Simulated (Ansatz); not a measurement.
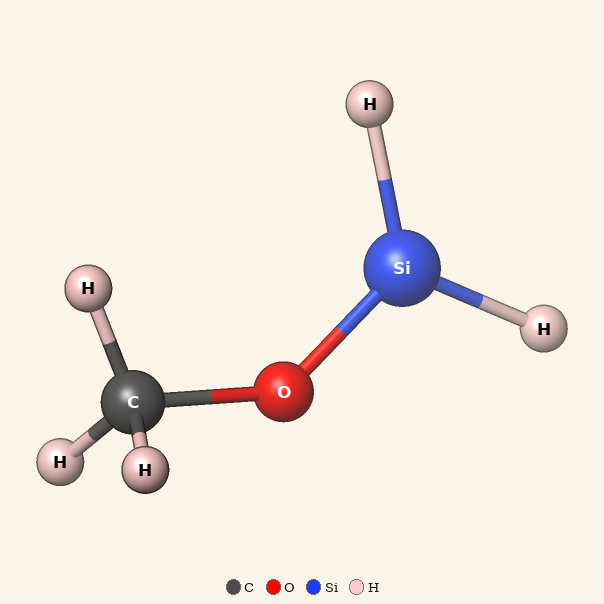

Depth is shown by fading: the farther an atom, the more it takes the colour of the background. Charge +1, singlet. The computed structure is the end point of a PBE0-D4/def2-TZVP optimisation. No frequency run is at hand to confirm it as a minimum.

**Which symmetry elements does this geometry have?**

It has 1 mirror plane, so the point group is Cs. The group has 2 operations. The geometry is achiral, and symmetry allows a dipole moment.
